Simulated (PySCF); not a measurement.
## Electronic structure of CH10NSi3 (SMILES [NH][SiH2][SiH2]C[SiH3]) (doublet) in real space

```
atom    x (Å)    y (Å)    z (Å)
   N   2.1776   0.5810  -1.1808
  Si   1.6823   1.2159   0.3721
  Si   0.4419  -0.5831   1.2839
   C  -0.7339  -1.2882  -0.0127
  Si  -1.8659  -0.0303  -0.8326
   H   1.4894   0.7677  -1.9211
   H   2.8845   1.4717   1.2181
   H   0.8327   2.4540   0.3431
   H  -0.3322  -0.0790   2.4637
   H   1.3945  -1.6336   1.7591
   H  -1.3459  -2.0783   0.4555
   H  -0.1255  -1.7724  -0.7961
   H  -2.6597   0.7180   0.1891
   H  -2.8077  -0.6874  -1.7894
   H  -1.0409   0.9601  -1.5957
```

Geometry: PBE0-D3(BJ)/def2-SVP.

All numbers below come from PySCF 2.14.0, density-fitted response routines, UKS B3LYP, IGLO-III on C N Si, pcH-1 on H, non-relativistic, mean-field spin-orbit, GIAO.

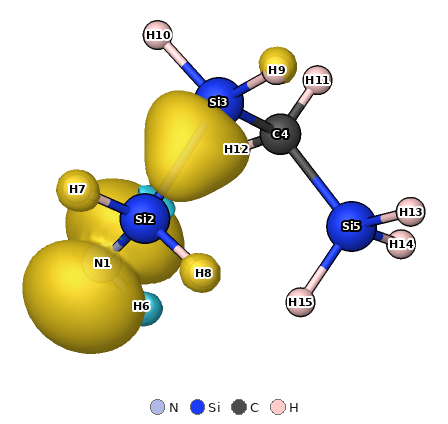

Figure 1. Isosurfaces of the spin density at +0.015 (yellow) and −0.015 e/Å³ (cyan), seen at a tilt.

**Describe the spin distribution.**

The unpaired spin (1 electron) lies mostly on N1 (about 0.8), Si3 (about 0.1) and Si2 (about 0.1), in electrons by Hirshfeld's partition.

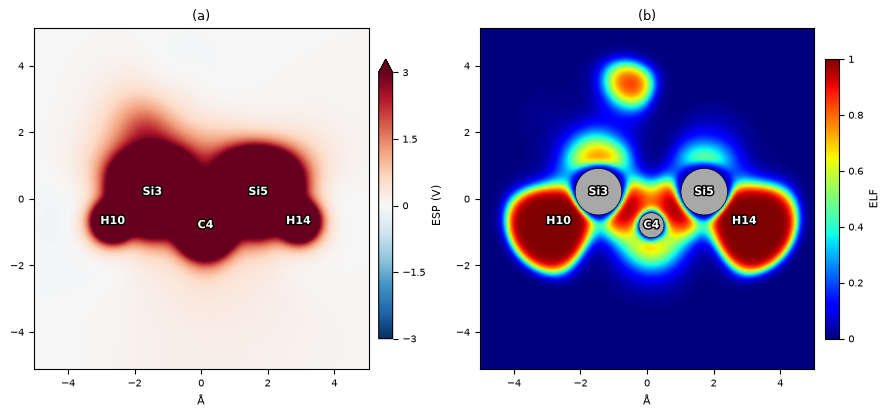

Figure 2. (a) molecular electrostatic potential; (b) electron localisation function on the plane of atoms C4, Si5 and H14. Grey discs cover the atomic cores in the ELF map.

**Read the bonding off the picture.**

- Atoms in the plane: Si, C and H.
- C–Si (1.88 Å): the ELF peaks at about 0.95 between the atoms; a covalent bond.
- Si–H (1.50 Å): the ELF climbs to about 1 towards the hydrogen, as it does in any bond to H.
- The potential has no marked negative region in this plane.

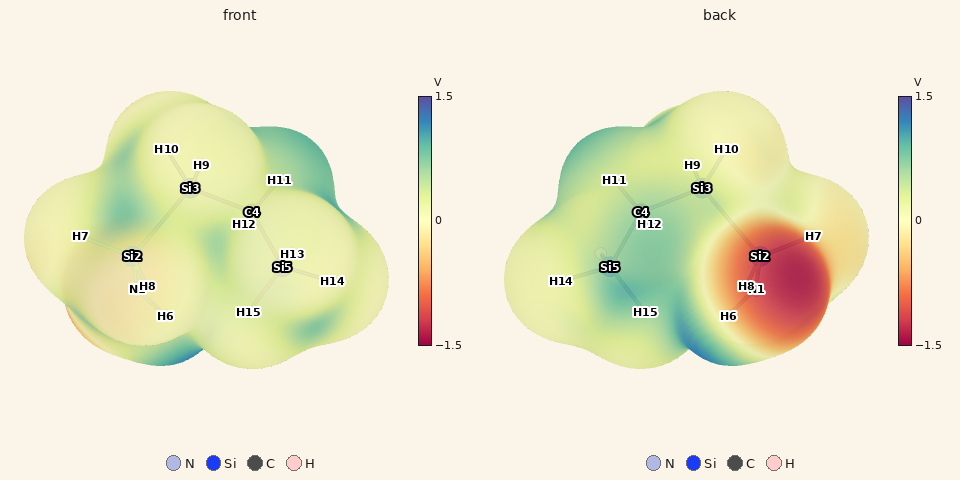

Figure 3. The electrostatic potential painted on the density surface at 0.001 e/bohr³, seen from the front and from behind; the colour scale runs from red (negative) to blue (positive).

**Describe the electrostatic potential map.**

The most negative region (about −1.4 V) lies over N1, the most positive (about +1.2 V) over H6. N1 is the likeliest acceptor of a hydrogen bond.
